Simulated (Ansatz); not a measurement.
One crystal and one scan (scan of one atom of the cell) at two levels, PBE-D3(BJ) (plane waves to 420 eV, PAW, scalar-relativistic; Ansatz, a first-principles code) and r2SCAN+rVV10 (plane waves to 500 eV, PAW, scalar-relativistic; Ansatz), each from its own relaxed cell and on its own mesh. The cell shown is that of PBE-D3(BJ).

Relaxed C (graphite type, space group P6_3/mmc):

```
CELL_PARAMETERS angstrom
      2.46498     0.00000     0.00000
     -1.23249     2.13473     0.00000
      0.00000     0.00000     6.72886
ATOMIC_POSITIONS crystal
  C  0.00000 0.00000 0.25000
  C  0.00000 0.00000 0.75000
  C  0.33333 0.66667 0.25000
  C  0.66667 0.33333 0.75000
```

Scan: atom 1 (C, nearest neighbour C at 1.423 Å; its periodic images, 2.5 Å or more away, move with it) is displaced along Cartesian x, direction (1.000, 0.000, 0.000) in Cartesian axes, by s. The other atoms stay.

E stands for the smeared free energy. C was relaxed with its symmetry unable to fall. The PAW data are Ansatz's earlier set. With partly filled bands, energies and forces of such displacements shift with the k mesh and the smearing. Percentages come from the unrounded values. Both scans cover s from -0.280 to 0.280 Å.

```
quantity                                                          PBE-D3(BJ)  r2SCAN+rVV10  PBE-D3(BJ) − r2SCAN+rVV10
----------------------------------------------------------------  ----------  ------------  -------------------------
Lattice constant a (Å)                                                 2.465         2.455            +0.010 (+0.4 %)
Lattice constant c (Å)                                                 6.729         6.671            +0.058 (+0.9 %)
Relaxed volume (Å³/atom)                                                8.85          8.71             +0.14 (+1.7 %)
Energy at s = 0.280 Å (meV/cell)                                        2050          2135               -85 (-4.0 %)
Force along the line at s = -0.280 Å (eV/Å)                            14.37         14.92             -0.55 (-3.7 %)
Force constant k = d²E/ds² at s = 0 (finite differences) (eV/Å²)       53.09         55.51             -2.42 (-4.4 %)
```

PBE-D3(BJ) gives the higher value for: lattice constant a; lattice constant c; relaxed volume. PBE-D3(BJ) gives the lower value for: energy at s = 0.280 Å; force along the line at s = -0.280 Å; force constant k = d²E/ds² at s = 0. Both give the same symmetry of the curve: even: the same for both signs. Neither level is exact: the differences show how much the result hangs on the functional.

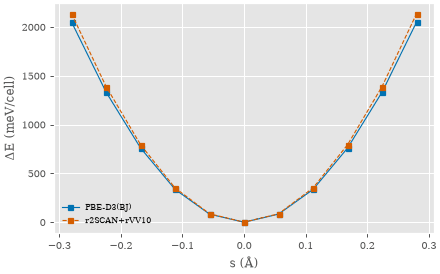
ΔE, each from the undisplaced structure of its own level.

(A displaced cell: forces are minus the slopes of the energy, force constants its curvatures, and phonons follow from these.)
